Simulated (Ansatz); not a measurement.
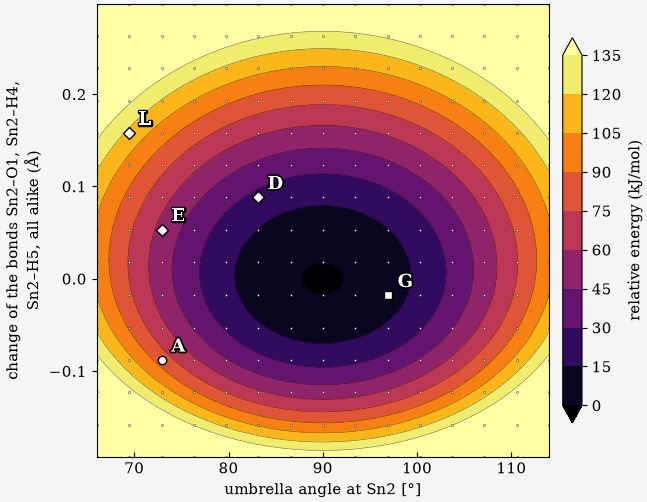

H3OSn, SMILES [OH][SnH2+], charge +1. The first coordinate is: umbrella angle at Sn2 (between each of its bonds and their common axis; 90 is planar); the second: change of the bonds Sn2–O1, Sn2–H4, Sn2–H5, all alike. Nothing is relaxed (all other coordinates rigid). The grid has 15 × 15 points; 120 points were computed and 105 follow by symmetry. Points are written as (first, second). All energies are given in kJ/mol relative to the lowest grid point. Level of theory: Ansatz, RKS PBE0-D4/def2-TZVP.

The picture shows filled contours, dots at the grid points, one colour for all values above the top of the scale, lettered points. Between grid points the surface is interpolated.

What kind of point is each of A, D, E, G, L: minimum, saddle, maximum or slope?

Answer. A: on a slope; D: on a slope; E: on a slope; G: on a slope; L: on a slope. (In these two coordinates alone; a stationary point may lie a little off the grid point.)

Rank the lettered points by energy, lowest first.

Answer. G (9 kJ/mol), D (26 kJ/mol), E (56 kJ/mol), A (84 kJ/mol), L (117 kJ/mol).
